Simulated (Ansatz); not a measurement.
La₂HgBr₂

```
Hg Br La
1.0
     8.60432    0.00000    0.00000
     0.00000   11.07992    0.00000
     0.00000    0.00000    3.85132
Hg Br La
2 4 4
Cartesian
  0.0000 0.0000 0.0000
  4.3022 5.5400 0.0000
  0.0000 3.6597 0.0000
  4.3022 9.1997 0.0000
  0.0000 7.4202 0.0000
  4.3022 1.8803 0.0000
  2.5719 0.0000 1.9257
  6.8741 5.5400 1.9257
  1.7302 5.5400 1.9257
  6.0324 0.0000 1.9257
```

Space group Cmmm; built by placing these elements on a known structure type.

Level of theory: DFT, PAW plane waves, r2SCAN (Ansatz).

In a PAW calculation such maps are meaningful between the atoms, not at the nuclei.

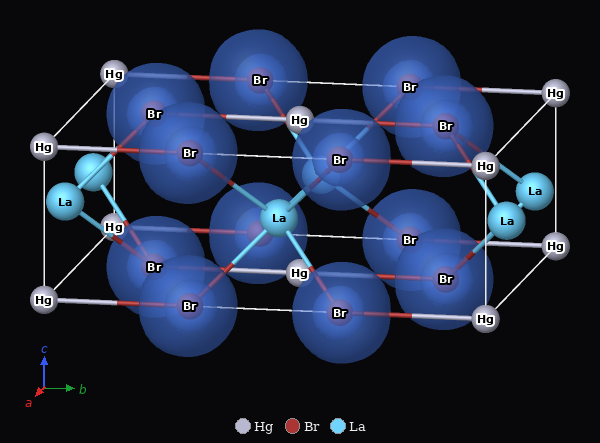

Figure 1. Isosurface of the electron localisation function at 0.75 (blue), seen slightly off an axis. Core shells and regions of very low density are left out. Sticks mark near contacts.

> Identify the bonds, lone pairs and shells in this picture.

The ELF exceeds this value in four regions wrapped around Br (the valence shell of each), counted in one cell of 10 atoms. Regions shared between cells count once. Profiles from the grid: La–Br (3.20 Å): the ELF is about 0.10 at the midpoint (a largely ionic contact). Hg–Br (3.66 Å): the ELF is about 0.05 at the midpoint; no localised pair shows between them.

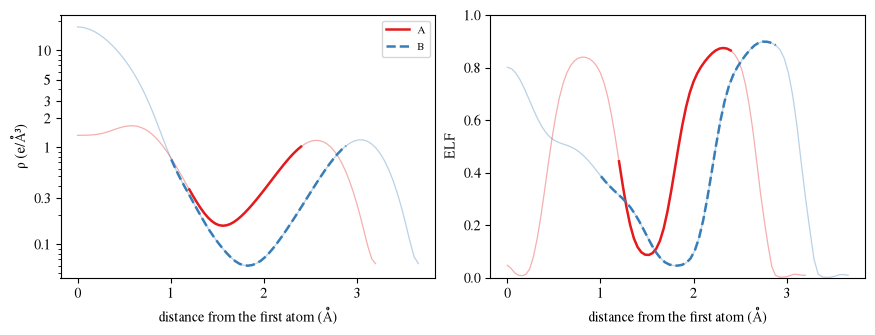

Figure 2. Valence charge density (pseudo) and ELF along straight lines between neighbouring atoms. Thin, pale parts lie inside the atomic spheres.

> Which curve belongs to which contact (Hg–Br and La–Br)? The first atom named is at distance zero.

Curve A: La–Br (3.20 Å): ρ at the midpoint is about 0.16 e/Å³; the ELF is about 0.10 at the midpoint; a closed-shell, largely ionic contact. Curve B: Hg–Br (3.66 Å): ρ is about 0.06 e/Å³ halfway; the ELF is about 0.05 at the midpoint: no shared electron pair shows on this line.

> What Bader charges does the calculation give?

Electrons move from La towards Hg and Br. Bader charges: Hg −1.05, Br −0.80 and La +1.32 e.
